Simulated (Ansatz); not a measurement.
The parent structure is BN in the zinc blende structure (space group F-43m, No. 216; a = 3.610 Å).

Modification: cell and atoms relaxed at a pressure of 9 GPa.

All numbers come from r2SCAN (Ansatz, a quantum-chemistry and plane-wave program, PAW, no SOC).

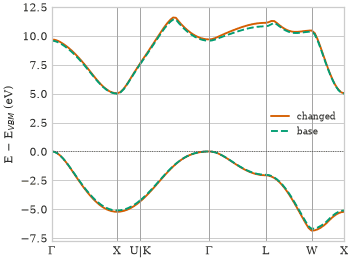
*Highest valence and lowest conduction band along the path, each from its own valence-band maximum*

The gap is 5.03 eV, indirect, Γ → X; the base has 5.00 eV.

Load acts through the strain it causes; cell and atoms are relaxed under it. No phonon test of stability was made. No other phases were tried under pressure.
